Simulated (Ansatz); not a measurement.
# How cost and error scale: aqueous Cs+ and F-, 4.0 mol of salt per kg of water on CaO(100) at 400 K (152 atoms) repeated, part 2 of 2

How do plane waves and support functions scale when aqueous Cs+ and F-, 4.0 mol of salt per kg of water on CaO(100) at 400 K (152 atoms) is repeated?

Ansatz 0.2.0; Kohn-Sham DFT, PBE+D3(BJ), PAW (set soft_1), plane waves.

The cell: 32 Ca, 60 O, 56 H, 2 Cs and 2 F. The network of contacts between molecules at the start is that of the classical potential that made the cell. Spin–orbit coupling is left out.

So far. Step 5 (Plane waves, 608 atoms): The energy lies 0.0634 meV/atom above the dense-mesh reference. Step 6 (Support functions, 608 atoms): The energy lies 2.76 meV/atom below the dense-mesh reference, and 2.8 meV/atom below plane waves of the same size, an offset between the two bases that leaves the sampling error alike.

### Step 7. Plane waves, 1368 atoms

The cell is repeated and solved at Γ in plane waves, whose cost grows towards the cube of the size.

This step: Kohn-Sham DFT, PBE+D3(BJ), PAW (set soft_1), plane waves (Ansatz 0.2.0).

Contents of input.yaml:

```yaml
crystal:
  lattice:
    - [9.62, 0.0, 0.0]
    - [0.0, 9.62, 0.0]
    - [0.0, 0.0, 19.64697]
  atoms:
    [... the 152 atom lines of step 2 ...]
  supercell: [3, 3, 1]
kpoints:
  mp_grid: { grid: [1, 1, 1] }
hamiltonian:
  xc: pbe
  dispersion: d3bj
  pseudopotentials: { kind: paw, azcp: { folder: soft_1 } }
scf:
  occupations: { method: fixed }
output:
  forces: true
  eigenvalues: true
```

The run is started by

```console
ansatz run input.yaml --threads 32 --pin off --max-ram 143360MiB --backend cuda --events-out ev --progress --plain --runs-dir out
```

Run time: 4.6 min. Hardware: 1 × NVIDIA GB200 with 32 threads of Arm Neoverse V2, shared host; peak memory 3.6 GiB.

That memory is the host's; the program planned up to 142 GiB on the GPU.

The program repeats the typed cell 3×3×1 times, 1368 atoms in all; totals in the log are those of the whole repeated cell, and force differences are taken after averaging over the copies of each atom.

It converged in 31 SCF cycles; the log is left out.

This repeat at Γ samples the very k-points of the reference's mesh, so the two must agree.

The energy lies 0 meV/atom below the dense-mesh reference.

### Step 8. Support functions, 1368 atoms

The repeated cell is solved at Γ in support functions.

This step: Kohn-Sham DFT, PBE+D3(BJ), PAW (set soft_1), localised support functions (medium) (Ansatz 0.2.0).

Changes to input.yaml since step 7:

```diff
@@ -16,2 +16,5 @@
   occupations: { method: fixed }
+  eigensolver: { kind: { support_functions: { accuracy: medium } } }
+  mixing: { beta: 0.2 }
+  max_iter: 150
 output:
```

Elapsed: 44 s, on 1 × NVIDIA GB200 with 32 threads; peak memory 5.3 GiB.

That memory is the host's.

The program repeats the typed cell 3×3×1 times, 1368 atoms in all; totals in the log are those of the whole repeated cell, and force differences are taken after averaging over the copies of each atom.

It converged in 41 SCF cycles; the log is left out.

The energy lies 2.81 meV/atom below the dense-mesh reference, and 2.8 meV/atom below plane waves of the same size, an offset between the two bases that leaves the sampling error alike.

### Step 9. Truncated density matrix, 1368 atoms

Cutting the density matrix at a range is meant to remove the step that grows fastest with size; it needs a cell with a gap.

This step: Kohn-Sham DFT, PBE+D3(BJ), PAW (set soft_1), localised support functions (medium), truncated density matrix (Ansatz 0.2.0).

input.yaml, the sections that differ from step 8:

```yaml
scf:
  occupations: { method: fixed }
  eigensolver:
    kind:
      support_functions: { accuracy: medium, density_matrix: { truncated: {} } }
    mixed_precision: true
  mixing: { beta: 0.2 }
  max_iter: 150
output:
  forces: true
# crystal, kpoints, hamiltonian: as in step 8
```

Numbers of over 12 decimals in the logs are rounded to 6 here.

Output:

```text
[...]
Crystal: 1368 atoms, lattice volume = 16363.953 Å³
Basis set: ecut = 580 eV, 519133 PW (Γ), exchange–correlation on 480×480×320 points (8 copies of the dense FFT grid, shifted against one another)
Bands: 3555, of which v1, the nominal top of the filled ones, is band 3456 counted from 1 (3455 counted from 0)
Symmetry: 1 space group operations
k-points: 1
[...]
SCF iter   1: F=—  HF=-988200.900098 eV  |F-HF|=—  |Δ(HF+E_count)|=         —  Δρ=5.78e-1  dr2=1.13e6  ethr=1.00e-1
[...]
SCF iter   5: F=—  HF=-956580.061054 eV  |F-HF|=—  |Δ(HF+E_count)|=    4.03e2  Δρ=1.07e-1  dr2=9.99e3  ethr=7.45e-2  κ⁻¹=2.9e-3(r=3)
SCF iter   6: F=—  HF=-956327.490703 eV  |F-HF|=—  |Δ(HF+E_count)|=    2.53e2  Δρ=1.19e-1  dr2=1.21e4  ethr=7.45e-2  κ⁻¹=3.0e-3(r=4)
[...]
SCF iter  31: F=—  HF=-955562.509345 eV  |F-HF|=—  |Δ(HF+E_count)|=   9.23e-3  Δρ=9.40e-6  dr2=2.19e-5  ethr=1.08e-9  κ⁻¹=6.4e-5(r=7)
[...]
SCF iter  33: F=-955562.518007 eV  HF=-955562.518009 eV  |F-HF|=2.35e-6  |Δ(HF+E_count)|=   3.16e-4  Δρ=5.51e-6  dr2=5.73e-6  ethr=2.19e-10
WARN: states of the grid below an occupied one that the support functions miss were sought only among those that the levels near the highest filled one couple to: one that couples little to each, as a local one in a large cell, is not found (with such a state the run ended in a higher one, [...]
SCF 1 converged in 33 iterations: F = -955562.845624 eV  dr2 = 5.73e-6
[...]
SCF converged after 33 iterations
[...]
Free energy (F): -955562.845624 eV
[...]
Internal energy: -955562.845624 eV  (E = F + TS)
E sigma→0 (E₀):  -955562.845624 eV
Fermi energy:    3.896651 eV
[...]
Σ components = -955562.845624   (vs F -955562.845624, Δ=0.00e0)
--- Forces (eV/Å), atoms counted from 1 ---
  atom   1  Ca    -0.38123449    -0.08277558    -0.30048575
  atom   2  O      0.30531019     0.28754551     0.33881433
  atom   3  Ca    -0.08059356     0.01164304    -0.07267137
  atom   4  O      0.04780522     0.00517400    -0.28379814
  atom   5  Ca    -0.04801013    -0.01832849     0.01100401
  atom   6  O      0.07913568    -0.00925917    -0.05460290
  [... forces on the other 1362 atoms ...]
  max |Σ_I F_I| component: 5.60e-2 eV/Å
```

Elapsed: 37 s, on 1 × NVIDIA GB200 with 32 threads; peak memory 5.2 GiB.

That memory is the host's.

The program repeats the typed cell 3×3×1 times, 1368 atoms in all; totals in the log are those of the whole repeated cell, and force differences are taken after averaging over the copies of each atom.

The program notes that the search for missed states was only partial.

The energy lies 2.81 meV/atom below the dense-mesh reference, and 2.8 meV/atom below plane waves of the same size, an offset between the two bases that leaves the sampling error alike.

### Step 10. Support functions, 4864 atoms

The repeated cell is solved at Γ in support functions.

This step: Kohn-Sham DFT, PBE+D3(BJ), PAW (set soft_1), localised support functions (medium) (Ansatz 0.2.0).

input.yaml, the sections that differ from step 9:

```yaml
crystal:
  lattice:
    - [9.62, 0.0, 0.0]
    - [0.0, 9.62, 0.0]
    - [0.0, 0.0, 19.64697]
  atoms:
    [... the 152 atom lines of step 2 ...]
  supercell: [4, 4, 2]
scf:
  occupations: { method: fixed }
  eigensolver: { kind: { support_functions: { accuracy: medium } } }
  mixing: { beta: 0.2 }
  max_iter: 150
# kpoints, hamiltonian, output: as in step 9
```

Elapsed: 7.4 min, on 1 × NVIDIA GB200 with 32 threads; peak memory 15 GiB.

That memory is the host's; the program planned up to 106 GiB on the GPU.

The program repeats the typed cell 4×4×2 times, 4864 atoms in all; totals in the log are those of the whole repeated cell, and force differences are taken after averaging over the copies of each atom.

It converged in 38 SCF cycles; the log is left out.

The energy lies 2.82 meV/atom below the dense-mesh reference.

### Step 11. Truncated density matrix, 4864 atoms

Cutting the density matrix at a range is meant to remove the step that grows fastest with size; it needs a cell with a gap.

This step: Kohn-Sham DFT, PBE+D3(BJ), PAW (set soft_1), localised support functions (medium), truncated density matrix (Ansatz 0.2.0).

input.yaml, the sections that differ from step 10:

```yaml
scf:
  occupations: { method: fixed }
  eigensolver:
    kind:
      support_functions: { accuracy: medium, density_matrix: { truncated: {} } }
    mixed_precision: true
  mixing: { beta: 0.2 }
  max_iter: 150
# crystal, kpoints, hamiltonian, output: as in step 10
```

Output:

```text
Warning: scf.eigensolver.kind.support_functions: disabling space-group detection — the functions' gradient is summed over unrotated k-points, so no spatial operation reduces the k-mesh or symmetrises the density; time reversal is kept, so that k and −k are solved as one point where they differ and the mesh holds both, and exact exchange and, on two spinor components, a DFT+U term hold to it where the run has them: [...]
Warning: basis.ecutwfc = 580 eV, auto-derived: no grid that the accuracy of the support functions lays serves the files at the lower one that their records recommend; a deck with other species or settings can derive another value
settings of this run that can trade accuracy for cost: scf.eigensolver.mixed_precision: true; scf.eigensolver.kind.support_functions; scf.eigensolver.kind.support_functions.density_matrix.truncated [...]
Engine: ansatz 0.2.0, aarch64-unknown-linux-gnu
Pseudopotentials: kind: paw
Pseudopotential: Ca, paw, valence charge 10, recommended cutoff 420 eV (normal), soft_1/Ca.paw.azcp
Pseudopotential: O, paw, valence charge 6, recommended cutoff 420 eV (normal), soft_1/O.paw.azcp
Pseudopotential: H, paw, valence charge 1, recommended cutoff 420 eV (normal), soft_1/H.paw.azcp
Pseudopotential: Cs, paw, valence charge 9, recommended cutoff 420 eV (normal), soft_1/Cs.paw.azcp
Pseudopotential: F, paw, valence charge 7, recommended cutoff 420 eV (normal), soft_1/F.paw.azcp
[... 5 lines on functional and potentials left out ...]
device memory: the entry about to start is reckoned to put 121.1 GiB on a device that reports 182.5 GiB free
GPU FFT provider: cuFFT
GPU libraries: cuBLAS 13.8.1, cuFFT 12.4.0, cuSOLVER 12.3.2
GPU matrix products: emulated (plane waves: as basis.precision tells), large ones in fixed point in workspaces of 1.00 GiB
Crystal: 4864 atoms, lattice volume = 58182.946 Å³
Basis set: ecut = 580 eV, 1845019 PW (Γ), exchange–correlation on 640×640×640 points (8 copies of the dense FFT grid, shifted against one another)
Bands: 12608, of which v1, the nominal top of the filled ones, is band 12288 counted from 1 (12287 counted from 0)
Symmetry: 1 space group operations
k-points: 1
[... 11 lines on functional and potentials left out ...]
Initial density: superposition of atomic densities (chi_scale 0.1, normalization cell), built separately for each of the 66 bonded fragments (scf.initial_density.interfragment_charge_transfer: auto; true builds it for the cell as a whole; a typed value also counts as a typed key of the start: scf.initial_density.chi_scale says what that changes, if anything)
Initial wavefunctions: pseudopotential atomic-orbital guess
GPU buffer pool allocated for 32768000 grid points (all kernels)
Functional: x = pbe(κ = 0.804, μ = 0.219515), c = pbe(β = 0.066725)
Error: SCF: the truncated density matrix did not converge; set scf.eigensolver.kind.support_functions.density_matrix: full, or a density_matrix.truncated.cutoff_radius (Å) larger than the one that the run's setup prints (a resumed trajectory, [...]
```

Wall time 11 s (1 × NVIDIA GB200 with 32 threads); peak memory 14 GiB.

That memory is the host's; the program planned up to 121 GiB on the GPU.

The program repeats the typed cell 4×4×2 times, 4864 atoms in all; totals in the log are those of the whole repeated cell, and force differences are taken after averaging over the copies of each atom.

The run ended with an error.

The program's message: “Error: SCF: the truncated density matrix did not converge; set scf.eigensolver.kind.support_functions.density_matrix: full, or a density_matrix.truncated.cutoff_radius (Å) larger than the one that the …”

Runs without a result: truncated density matrix, 4864 atoms (error).

### Step 12. Cost and error against size

Differences are against the typed cell on a 3×3×1 mesh, which samples like Γ on 1368 atoms (r.m.s. force component 0.503 eV/Å, gap 2.69 eV). Every repeated cell is solved at Γ, and forces are averaged over the copies of each atom. Hardware: 1 × NVIDIA GB200 with 32 threads of Arm Neoverse V2, shared host.

```
atoms  repeats                     basis  Δ force, r.m.s. (meV/Å)  Δ energy (meV/atom)  less plane waves of the same size (meV/atom)  gap (eV)  spread among copies (meV/Å)  SCF cycles     time  host memory (GiB)
  152    1×1×1               plane waves                      6.8                 12.0                                             -                    2.66                            -          26    3.7 s                1.4
  152    1×1×1         support functions                     9.35                 9.15                                          -2.9                    2.66                            -          41    6.1 s                1.4
  608    2×2×1               plane waves                    0.069               0.0634                                             -                    2.69                            0          28     34 s                2.0
  608    2×2×1         support functions                     7.04                -2.76                                          -2.8                    2.68                         0.47          39     18 s                2.7
 1368    3×3×1               plane waves                    0.008                    0                                             -                    2.69                            0          31  4.6 min                3.6
 1368    3×3×1         support functions                     7.03                -2.81                                          -2.8                    2.69                         0.23          41     44 s                5.3
 1368    3×3×1  truncated density matrix                     6.97                -2.81                                          -2.8                       -                         0.13          33     37 s                5.2
 4864    4×4×2         support functions                     7.18                -2.82                                             -                    2.69                         0.38          38  7.4 min                 15
```

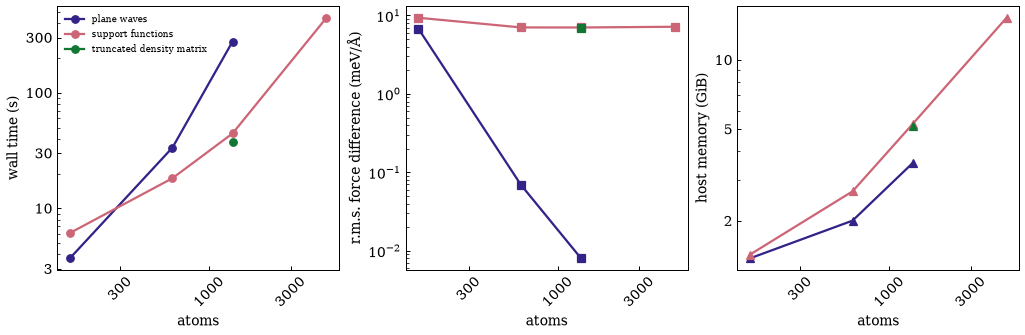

Time, error and memory against the number of atoms.

### Step 13. The reference in detail

The comparisons rest on this run, so its electronic structure is set out here.

Neighbours are counted within 1.21 Å (O-H), 2.93 Å (O-Ca), 3.63 Å (O-Cs), 3.98 Å (Cs-F).

Length of the force by element and coordination:

| element | coordination | atoms | mean length of the force (eV/Å) | spread | least | most |
| --- | --- | --- | --- | --- | --- | --- |
| Ca | all | 32 | 0.320 | 0.258 | 0.0524 | 1.10 |
| Ca | 5 | 5 | 0.488 | 0.148 | 0.233 | 0.654 |
| Ca | 6 | 27 | 0.288 | 0.261 | 0.0524 | 1.10 |
| Cs | all | 2 | 0.482 | 0.0129 | 0.469 | 0.495 |
| Cs | 6 | 1 | 0.469 | 0 | 0.469 | 0.469 |
| Cs | 7 | 1 | 0.495 | 0 | 0.495 | 0.495 |
| F | all | 2 | 0.377 | 0.114 | 0.263 | 0.490 |
| F | 0 | 1 | 0.490 | 0 | 0.490 | 0.490 |
| F | 1 | 1 | 0.263 | 0 | 0.263 | 0.263 |
| H | all | 56 | 1.03 | 0.353 | 0.351 | 2.12 |
| O | all | 60 | 0.657 | 0.537 | 0.051 | 2.46 |
| O | 2 | 11 | 0.887 | 0.51 | 0.303 | 1.88 |
| O | 3 | 12 | 0.899 | 0.431 | 0.114 | 1.78 |
| O | 4 | 5 | 1.54 | 0.542 | 0.762 | 2.46 |
| O | 5 | 15 | 0.580 | 0.241 | 0.130 | 1.19 |
| O | 6 | 17 | 0.146 | 0.0781 | 0.051 | 0.329 |

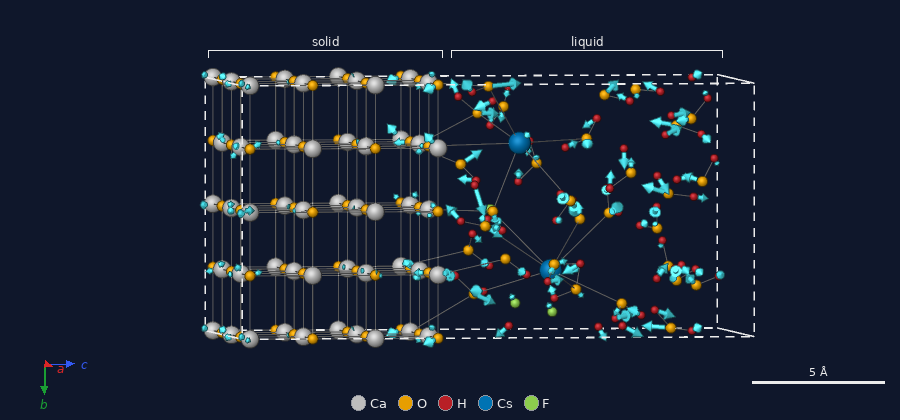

Forces as arrows; the longest in the cell is 2.46 eV/Å. Bonds to atoms that aren't drawn are left out. Some periodic images of atoms are drawn too.

Löwdin charges by element and coordination (they lack the spilled electrons, 0.082 e an atom on average):

```csv
element,coordination,atoms,mean charge (e),spread,least,most
Ca,all,32,1.66,0.0193,1.64,1.69
Ca,5,5,1.69,0.0033,1.68,1.69
Ca,6,27,1.66,0.0178,1.64,1.69
Cs,all,2,0.881,0.0068,0.874,0.887
Cs,6,1,0.887,0,0.887,0.887
Cs,7,1,0.874,0,0.874,0.874
F,all,2,-0.603,0.0214,-0.624,-0.581
F,0,1,-0.581,0,-0.581,-0.581
F,1,1,-0.624,0,-0.624,-0.624
H,all,56,0.375,0.0232,0.317,0.408
O,all,60,-1.04,0.294,-1.33,-0.666
O,2,11,-0.713,0.0228,-0.754,-0.679
O,3,12,-0.724,0.03,-0.763,-0.666
O,4,5,-0.759,0.0197,-0.792,-0.742
O,5,15,-1.29,0.022,-1.33,-1.26
O,6,17,-1.33,0.0012,-1.33,-1.33
```

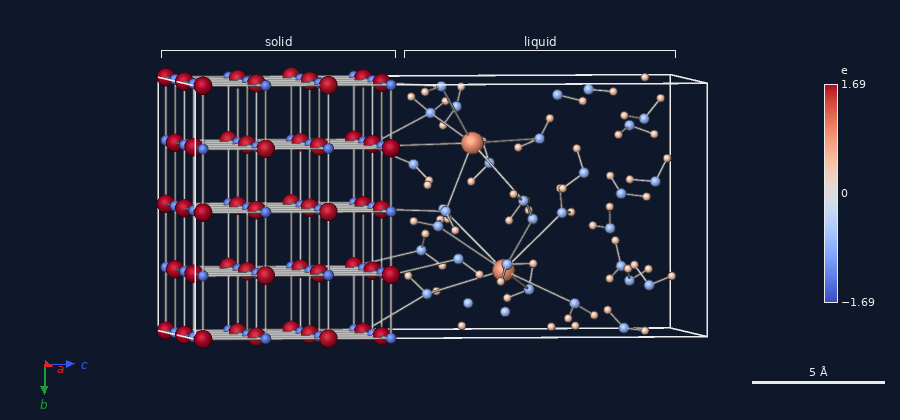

Atoms coloured by Löwdin charge. Bonds to atoms that aren't drawn are left out. Some periodic images of atoms are drawn too.

By region:

```csv
region,atoms,mean length of the force (eV/Å)
solid,64,0.334
liquid,88,0.995
```

Density of states as counts of states in windows of 1 eV (from the Fermi level), total and some projections:

```csv
from (eV),to (eV),total,O p,solid,H s
-14,-10,0.0,0.0,0.0,0.0
-10,-9,8.9,5.8,0.0,2.7
-9,-8,30.5,20.0,0.4,8.5
-8,-7,28.0,12.4,0.4,4.8
-7,-6,2.6,2.0,0.0,0.4
-6,-5,16.3,11.7,0.2,1.5
-5,-4,26.3,20.2,0.7,1.6
-4,-3,32.6,22.9,0.7,0.6
-3,-2,54.3,48.9,17.2,0.2
-2,-1,105.4,95.1,88.9,0.2
-1,0,79.0,73.7,72.9,0.2
0,1,0.3,0.3,0.3,0.0
1,2,0.0,0.0,0.0,0.0
2,3,1.0,0.1,0.1,0.4
3,4,5.5,0.4,0.4,2.0
4,5,21.4,1.2,1.9,3.8
```

The curve was stored every 0.100 eV, coarse against its broadening of 0.08 eV, so these counts are rough.

With fixed occupations the program's Fermi level is the highest filled level; weight inside the gap is the broadening of levels at its edges.

Between -26 and -14 eV lie 320 more states.

The stored curve holds about 704 of the 768 electrons; the rest, give or take the few that broadening carries across the Fermi level, lie in deeper levels below its range.

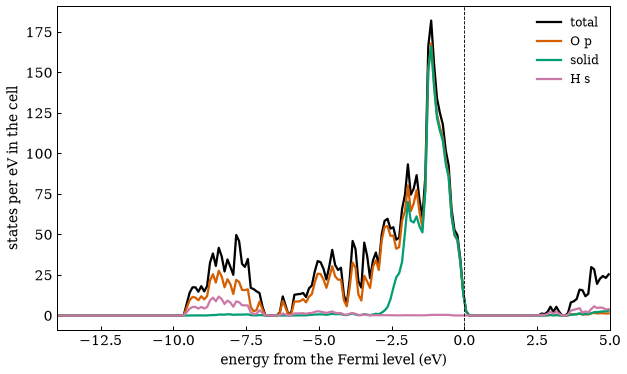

Total and projected density of states, with the broadening of the input.

Not all projections were asked for or kept, so they needn't add up to the total.

The levels nearest the highest filled one (over half full), pooled over k-points and spins:

```csv
level less the highest filled one (eV),occupation
-0.092,2
-0.0821,2
-0.0536,2
-0.0529,2
-0.0264,2
0,2
2.69,0
2.94,0
2.95,0
3.17,0
3.17,0
3.67,0
```

Mean Löwdin charges: Ca +1.66, Cs +0.88, F -0.60, H +0.37, O -1.04 e (they miss 1.6 % of the electrons, so they add up to more than the cell's charge). The largest share in the top eV of filled states is O p (98 % of the projected weight), and in the lowest eV of empty states H s (49 % of the projected weight).

### Step 14. What came out

```json
{
 "free energy per atom": "-698.5080 eV/atom",
 "pressure": "-2.303 GPa",
 "r.m.s. force component": "0.5034 eV/Å",
 "gap (highest filled to lowest empty level)": "2.688 eV",
 "wall time of the 9 DFT runs": "15 min"
}
```

**Reading.** Repeating the cell at Γ samples more k-points: in plane waves the energy difference from the dense mesh goes from 12.0 meV/atom at 152 atoms to 0 at 1368, and the force difference from 6.8 to 0.008 meV/Å; the gap goes from 2.66 to 2.69 eV. The largest repeat holds the very k-points of the reference's mesh, so its agreement is an identity, not a test of convergence. With plane waves, the time grows as the 2.6 power of the atom count between the two largest sizes, 608 and 1368 atoms. With support functions, the time grows as the 1.8 power of the atom count between the two largest sizes, 1368 and 4864 atoms. At 1368 atoms truncation (run in mixed precision) changes the energy by +0.0004 meV/atom and takes 0.84 times the time of the full density matrix. At equal size the support functions lie 2.8 to 2.9 meV/atom below plane waves, likely because their grid holds more waves than 420 eV; no run tests this. Support functions take 1.7 times the time of plane waves at 152 atoms and 0.16 times at 1368, so the crossover lies within the series. The truncated run is already faster than plane waves at 1368 atoms (0.13 times their time).

Between filled and empty levels lie 2.69 eV on the run's k-points; the mesh holds the band edges only if they fold onto it, so the gap at this level can be narrower or closed.

**Limits.** The force components of 0.50 eV/Å r.m.s. hold both thermal displacement and the mismatch between the potential that made the cell and DFT, above all in bond lengths inside molecules. The pressure of -2.3 GPa is that of one thermal frame, in which the classical model's bond lengths enter as well as the volume, without the kinetic term and with the strain of bonds inside molecules.

[Logs are printed without paths, hosts, clocks, repeated set-up lines and the standing remarks that a program may print on its own settings, such as how far it seeks lower states.]

[Hosts, paths, dates, database ids (printed as entryN), source tags and the programs' standing remarks are cut or masked in the printed files.]
